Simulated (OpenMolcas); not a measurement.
# BBrCl (SMILES Cl[B]Br) at U-r2SCANh/def2-TZVP

What is the vertical ionisation energy of BBrCl at U-r2SCANh/def2-TZVP? 

Program for the calculation: OpenMolcas 26.06.

## Step 1: The molecule

BBrCl has 3 atoms, charge 0, and is taken as a doublet. SMILES: `Cl[B]Br`. The shape is that of a GFN2-xTB optimisation.

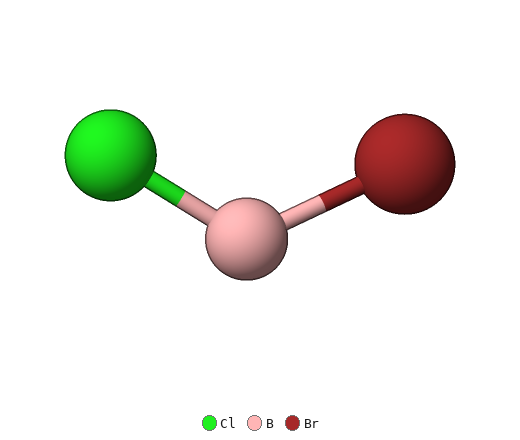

Viewed from a chosen angle; chlorine green, boron pink, bromine red.

## Step 2: A single-point energy at U-r2SCANh/def2-TZVP

The input, geom.xyz:

```xyz
3

Cl    -0.137210     1.549190     0.085210
B     -0.492410    -0.059340    -0.273360
Br     0.629620    -1.489840     0.188150
```

The input, job.inp:

```
* BBrCl Kohn-Sham DFT

&GATEWAY
 BASLIB=$CurrDir
 COORD=geom.xyz
 BASIS=def2-TZVP
 GROUP=NoSym

&SEWARD
 GRIDINPUT
 Grid=SG1Grid
 End of Grid

&SCF
 UHF
 SPIN=2
 KSDFT=HYB_MGGA_XC_R2SCANH
 PRORBITALS=1 1
```

The basis set def2-TZVP is read from a file made from the Basis Set Exchange's data (not shown).

Started as:

```sh
$ export MOLCAS_MEM=1860
$ pymolcas job.inp > job.log
```

The log of the run:

```text
--- Start Module: gateway ---
[...]
--- Stop Module: gateway /rc=_RC_ALL_IS_WELL_ ---
--- Start Module: seward ---
[...]
      Basis functions          116
--- Stop Module: seward /rc=_RC_ALL_IS_WELL_ ---
[...]
--- Start Module: scf ---
[...]
       Convergence after  13 Iterations
[...]
::    Total KS-DFT energy                           -3059.1646019798
[...]
      Total spin, S                                     0.5024453734
[...]
      Total electronic charge=   57.000000
      Total            charge=   -0.000000
[...]
      Dipole Moment (debye):
      Origin of the operator (angstrom)=    0.3160   -0.5129    0.1186
                   X=  2.3177E-01               Y=  2.7566E-01               Z=  1.5420E-01           Total=  3.9177E-01
      Quadrupole Moment (debye*angstrom):
[...]
--- Stop Module: scf /rc=_RC_ALL_IS_WELL_ ---
[...]
```

It took 21 s on 1 thread of AMD EPYC 7R43 (Zen 3), shared host; peak memory 0.71 GiB.

## Step 3: The singlet cation at the same level

geom.xyz is that of step 2.

The input, job.input:

```
* BBrCl Kohn-Sham DFT

&GATEWAY
  BasLib=$CurrDir
  Coord=geom.xyz
  Basis=def2-TZVP
  Group=NoSym

&SEWARD
  GridInput
  Grid=SG1Grid
  End of Grid

&SCF
  Charge=1
  KSDFT=HYB_MGGA_XC_R2SCANH
  PrOrbitals=1 1
```

The basis set def2-TZVP is read from a file made from the Basis Set Exchange's data (not shown).

Started as:

```sh
$ export MOLCAS_MEM=1860
$ pymolcas job.input > job.log
```

The log of the run:

```text
--- Start Module: gateway ---
[...]
--- Stop Module: gateway /rc=_RC_ALL_IS_WELL_ ---
--- Start Module: seward ---
[...]
      Basis functions          116
--- Stop Module: seward /rc=_RC_ALL_IS_WELL_ ---
[...]
--- Start Module: scf ---
[...]
       Convergence after  18 Iterations
[...]
::    Total KS-DFT energy                           -3058.8418557700
[...]
      Total spin, S                                     0.0000000000
[...]
      Total electronic charge=   56.000000
      Total            charge=    1.000000
[...]
      Dipole Moment (debye):
      Origin of the operator (angstrom)=    0.3160   -0.5129    0.1186
                   X= -1.8791E+00               Y=  1.9179E+00               Z= -8.2214E-01           Total=  2.8080E+00
      Center of Charge (angstrom)
[...]
--- Stop Module: scf /rc=_RC_ALL_IS_WELL_ ---
[...]
```

It took 24 s on 1 thread of AMD EPYC 7R43 (Zen 3), shared host; peak memory 0.71 GiB.

## Step 4: What came out

At U-r2SCANh/def2-TZVP:

| quantity | value |
| --- | --- |
| doublet BBrCl: total energy | -3059.16460 Eh |
| doublet BBrCl: dipole moment | 0.39 D |
| doublet BBrCl: HOMO energy (highest over α and β) | -5.98 eV |
| doublet BBrCl: LUMO energy (lowest over α and β) | -2.48 eV |
| doublet BBrCl: ⟨S²⟩ | 0.755 |
| singlet cation: total energy | -3058.84186 Eh |
| singlet cation: HOMO energy | -14.89 eV |
| singlet cation: LUMO energy | -11.15 eV |
| singlet cation: HOMO–LUMO gap | 3.74 eV |
| vertical ionisation energy (to the singlet cation) | 8.782 eV |

**Reading.** This program's gradients are faulty for this kind of reference, so any forces in the log (doublet BBrCl) can't be trusted; the energy can. The vertical ionisation energy comes to 8.78 eV (203 kcal/mol). Only the singlet of the ionised species was computed; a triplet could lie lower.
